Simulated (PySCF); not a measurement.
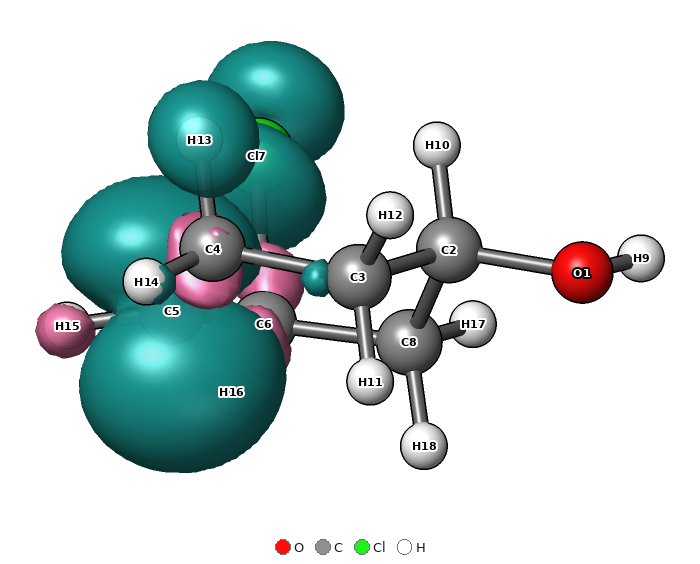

*C$_{6}$H$_{10}$ClO (doublet). Isosurfaces of the spin density at +0.02 (teal) and −0.02 e/Å³ (pink), seen from one side.*

Geometry: GFN2-xTB.

Computed with PySCF, UKS B3LYP, pcH-1 on C Cl H O, non-relativistic, mean-field spin-orbit, GIAO.

```xyz
18

O     0.0031    2.4007   -0.7792
C     0.0401    0.9977   -0.6269
C    -1.3070    0.5549   -0.0612
C    -1.3589   -0.9667    0.0714
C    -0.1587   -1.5203    0.7365
C     1.1311   -0.9345    0.5557
Cl    1.8713   -1.7178   -1.0701
C     1.1562    0.5623    0.3287
H     0.8562    2.7009   -1.1109
H     0.2011    0.5167   -1.6047
H    -1.4404    1.0227    0.9156
H    -2.1036    0.9110   -0.7143
H    -1.4310   -1.4030   -0.9363
H    -2.2600   -1.2731    0.6076
H    -0.2248   -2.5048    1.1713
H     1.8793   -1.2652    1.2737
H     2.1309    0.8651   -0.0604
H     1.0063    1.0595    1.2917
```

Q: Which atoms carry the spin?

A: The unpaired spin (1 electron) lies mostly on C5 (about 0.6) and Cl7 (about 0.2), in electrons by Hirshfeld's partition.
